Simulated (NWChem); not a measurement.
# CAM-B3LYP/jorge-DZP run of C2F3N (cyanotrifluoromethane)

What is the electronic atomisation energy of C2F3N (cyanotrifluoromethane) at CAM-B3LYP/jorge-DZP? 

The calculation is run with NWChem 7.3.0.

7 further runs of the same task are left out: 6 that didn't finish, 1 set aside as unsound or not needed.

## (1) The structure to begin with

The species is C2F3N (6 atoms), meant as a singlet with charge 0. As SMILES, `N#CC(F)(F)F`. The shape is that of a PBE0-D4/def2-TZVP optimisation.

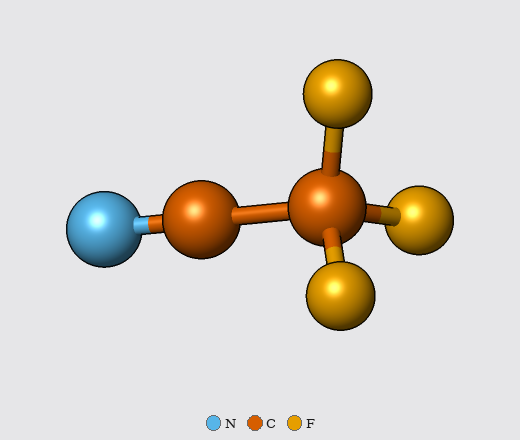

Viewed from a chosen angle; nitrogen blue, carbon orange, fluorine amber.

## (2) The energy at CAM-B3LYP/jorge-DZP (run 1)

mymol.nw

```
start mymol
memory 2200 mb
charge 0
geometry units au noautosym nocenter noautoz
 N      1.93148907    -3.22217202     1.68847029
 C      0.91878484    -1.53181200     0.78952757
 C     -0.39003947     0.65308935    -0.37265399
 F     -2.48687958    -0.10544672    -1.51612727
 F      1.09887574     1.75177612    -2.06263607
 F     -0.99248416     2.33343382     1.38630309
end
basis spherical bse
 * library jorge-DZP
end
dft
 xc xcamb88 1.00 lyp 0.81 vwn_5 0.19 hfexch 1.00
 cam 0.33 cam_alpha 0.19 cam_beta 0.46
 mult 1
 grid fine
 convergence energy 1e-08
 direct
 iterations 100
 mulliken
 print low
end
task dft energy
```

Command:

```sh
$ nwchem mymol.nw > mymol.out
```

Output:

```text
[...]
 d= 0,ls=0.0,diis     1   -430.1676055081 -6.62D+02  2.09D-02  2.52D+00     4.1
[...]
 d= 0,ls=0.0,diis    11   -430.4263051724 -8.31D-10  2.75D-07  9.21D-10    47.2
         Total DFT energy =     -430.426305172364
      One electron energy =    -1054.318549567443
           Coulomb energy =      440.594552343550
    Exchange-Corr. energy =      -48.972956677952
 Nuclear repulsion energy =      232.270648729481
[...]
      Total Density - Mulliken Population Analysis
     ---------------------------------------------
    Atom       Charge   Shell Charges
 -----------   ------   -------------------------------------------------------
    1 N    7     7.01   0.95  1.03  0.87  0.77  2.64  0.71  0.04
    2 C    6     6.15   0.93  1.05  0.72  0.40  2.42  0.59  0.05
    3 C    6     5.50   0.93  1.05  0.76  0.06  2.20  0.19  0.31
    4 F    9     9.12   0.95  1.02  0.89  1.01  4.01  1.22  0.01
    5 F    9     9.12   0.95  1.02  0.89  1.01  4.01  1.22  0.01
    6 F    9     9.12   0.95  1.02  0.89  1.01  4.01  1.22  0.01
[...]
```

Wall time 48 s (1 thread of Intel Xeon Platinum 8488C (Sapphire Rapids), shared host); peak memory 0.11 GiB.

## (3) The C atom, same level (run 2)

c.nw

```
start c
title "C"
memory 2200 mb

geometry units angstroms noautosym nocenter noautoz
C     0.000000    0.000000    0.000000
end

basis spherical bse
C library jorge-DZP
end

dft
xc xcamb88 1.00 lyp 0.81 vwn_5 0.19 hfexch 1.00
cam 0.33 cam_alpha 0.19 cam_beta 0.46
mult 3
grid fine
convergence energy 1e-08
direct
maxiter 100
mulliken
print low
end

task dft energy
```

Run the same way, it converges to -37.83211 Eh (log not shown).

Run 3 isn't shown in full; the table further down has it.

## (4) The N atom at the same level (run 4)

test.nw

```
start test
title "N energy"
memory stack 880 mb heap 220 mb global 1100 mb
geometry units angstroms noautosym nocenter noautoz
  N     0.000000    0.000000    0.000000
end
basis spherical bse
  * library jorge-DZP
end
dft
  xc xcamb88 1.00 lyp 0.81 vwn_5 0.19 hfexch 1.00
  cam 0.33 cam_alpha 0.19 cam_beta 0.46
  mult 4
  grid fine
  convergence energy 1e-08
  direct
  iterations 100
  mulliken
  print low
end
task dft
```

Command:

```sh
$ nwchem test.nw > test.out
```

Output:

```text
[...]
 d= 0,ls=0.0,diis     1    -54.5342523212 -5.45D+01  2.61D-02  1.13D-01     0.1
[...]
 d= 0,ls=0.0,diis     6    -54.5743298633 -8.37D-09  9.23D-07  1.61D-10     0.3
[...]
         Total DFT energy =      -54.574329863292
      One electron energy =      -73.944988209907
           Coulomb energy =       26.146173119489
    Exchange-Corr. energy =       -6.775514772874
 Nuclear repulsion energy =        0.000000000000
[...]
      Total Density - Mulliken Population Analysis
     ---------------------------------------------
    Atom       Charge   Shell Charges
 -----------   ------   -------------------------------------------------------
    1 N    7     7.00   0.95  1.02  0.93  1.09  2.23  0.77  0.00
     --------------------------------------------
      Spin Density - Mulliken Population Analysis
     --------------------------------------------
    Atom       Charge   Shell Charges
 -----------   ------   -------------------------------------------------------
    1 N    7     3.00  -0.00 -0.00  0.07 -0.07  2.23  0.77  0.00
[...]
      <S2> =      3.7518 (Exact =     3.7500)
[...]
```

It took 0.85 s on 1 thread of Intel Xeon Platinum 8488C (Sapphire Rapids), shared host; peak memory 0.1 GiB.

## (5) Overview of the runs

```csv
run,level,partner,energy (Eh),wall time
1,CAM-B3LYP/jorge-DZP,base,-430.426305,48 s
2,UCAM-B3LYP/jorge-DZP,atoms,-37.832113,0.95 s
3,UCAM-B3LYP/jorge-DZP,atoms,-99.727722,0.87 s
4,UCAM-B3LYP/jorge-DZP,atoms,-54.574330,0.85 s
```

## (6) Summary of results

Level: CAM-B3LYP/jorge-DZP.

| quantity | value |
| --- | --- |
| N atom: total energy | -54.57433 Eh |
| N atom: ⟨S²⟩ | 3.752 |
| electronic atomisation energy | 27.336 eV |

What this shows: Taking the molecule apart into free atoms costs 27.34 eV (630 kcal/mol), before zero-point energy and without spin-orbit coupling. All runs together took 51 s, the longest 48 s.
